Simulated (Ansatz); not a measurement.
## Electronic structure of Cl2HO2Ta in real space

```
atom    x (Å)    y (Å)    z (Å)
  Cl  -0.1685  -0.5791  -2.3477
  Cl  -0.6279   2.5844  -0.1780
   O  -1.3955  -0.4684   0.6709
   O   1.4510  -0.0432   0.6536
  Ta  -0.1723   0.3211  -0.2213
   H   1.6895  -0.5471   1.4389
```

Geometry: PBE0-D4/def2-SVP; core potentials replace the inner electrons of Ta.

Method: Ansatz 0.2.0, isolated molecule in a Gaussian basis; Kohn-Sham density functional theory, functional PBE0.

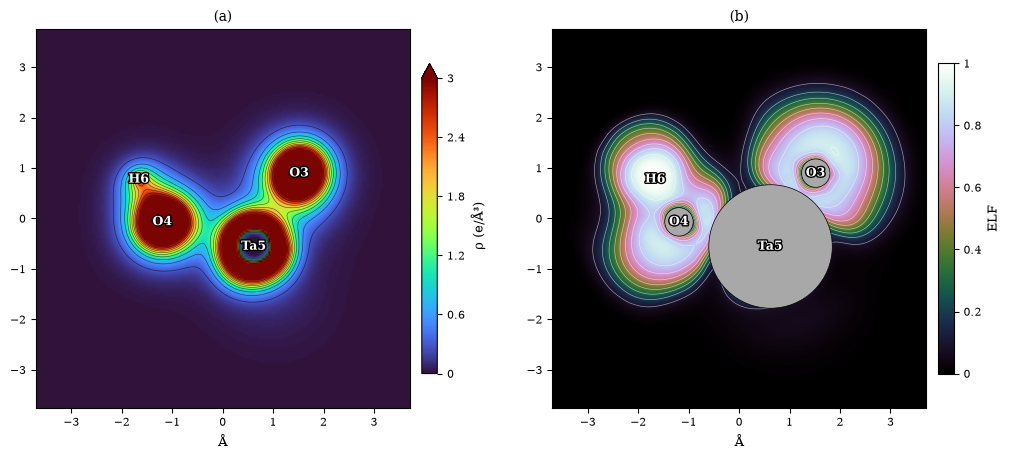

Figure 1. (a) electron density; (b) electron localisation function on the plane of atoms O3, Ta5 and O4. Grey discs cover the atomic cores in the ELF map.

Question: Interpret the plot.

Answer:
- The section cuts through O, Ta and H sites.
- Ta–O (1.71 Å): ρ is about 1.8 e/Å³ halfway; the ELF peaks at about 0.80 in the valence shell of O, 0.5 Å from its nucleus, and drops to about 0.35 between the two atoms.
- O–H (0.96 Å): ρ at the midpoint is about 3.8 e/Å³; the ELF climbs to about 1 towards the hydrogen, as it does in any bond to H: a covalent bond by its length.
- Ta–O (1.88 Å): ρ is about 1.1 e/Å³ halfway; the ELF peaks at about 0.85 in the valence shell of O, 0.5 Å from its nucleus, and drops to about 0.25 between the two atoms.

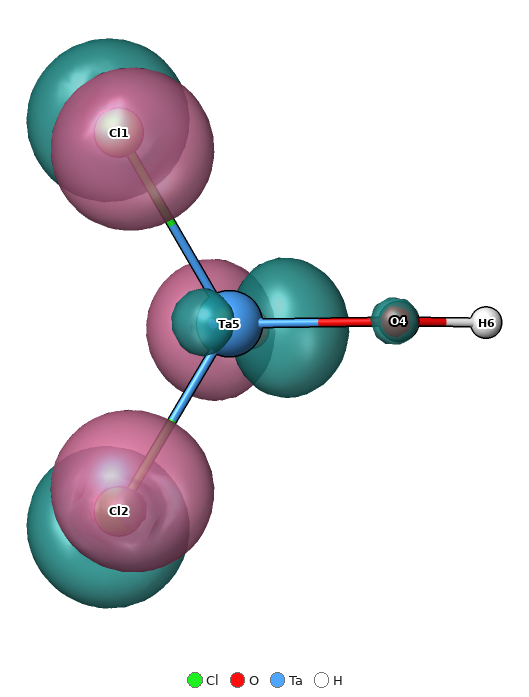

Figure 2. The HOMO−1 at ±0.15 Å⁻³ᐟ² (teal and pink are the two phases), seen across its widest extent.

Question: Where does this orbital lie, and at what energy?

Answer: Its weight (Hirshfeld) is mainly on Cl1 (about 30 %), Cl2 (about 30 %), O3 (about 25 %) and Ta5 (about 10 %); largely a combination of lone pairs on Cl1, Cl2 and O3. Its energy is −9.64 eV.

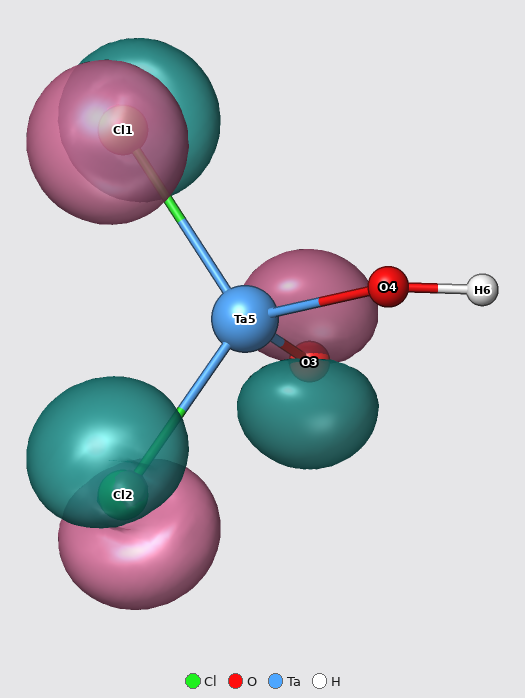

Figure 3. The HOMO at ±0.15 Å⁻³ᐟ² (teal and pink are the two phases), seen at a tilt.

Question: Describe this orbital and give its energy.

Answer: It lies mainly on Cl1 (about 30 %), Cl2 (about 30 %) and O3 (about 30 %); largely a combination of lone pairs on Cl1, Cl2 and O3. Its energy is −9.43 eV.
